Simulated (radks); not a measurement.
System: the zinc ion Zn²⁺, configuration [Ar] 3d10. Computed with the in-house radial solver radks: scalar-relativistic Kohn-Sham, BP86, spin-unpolarised, spherical densities, point nucleus.

```
Z 30
configuration [Ar] 3d10
relativity scalar-relativistic
functional b88,p86
spin unpolarised
nucleus point
c 137.035999084
```

Wanted: the number of electrons inside radius r (solid) and the radial density 4πr²ρ (dashed).

The count levels off at 28 electrons. Half of them lie within 0.504 bohr, 90 % within 1.16 bohr and 99 % within 2.10 bohr. The radial density has minima at 0.0749 and 0.359 bohr, where the count stands at 2.1 and 10.9; these part the shells that the density resolves.

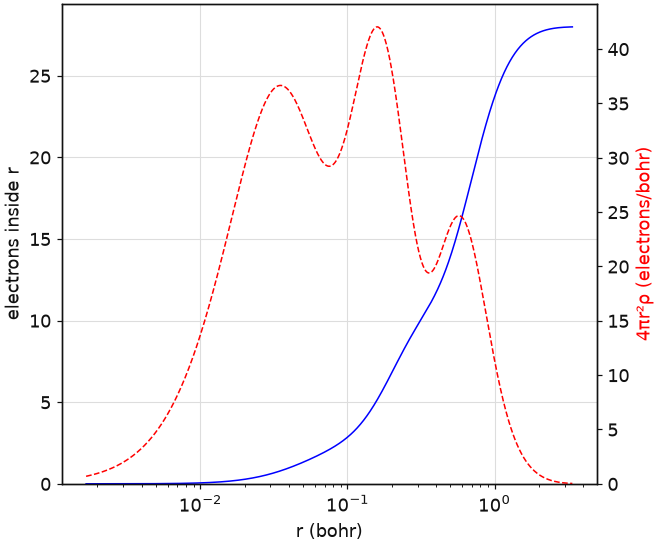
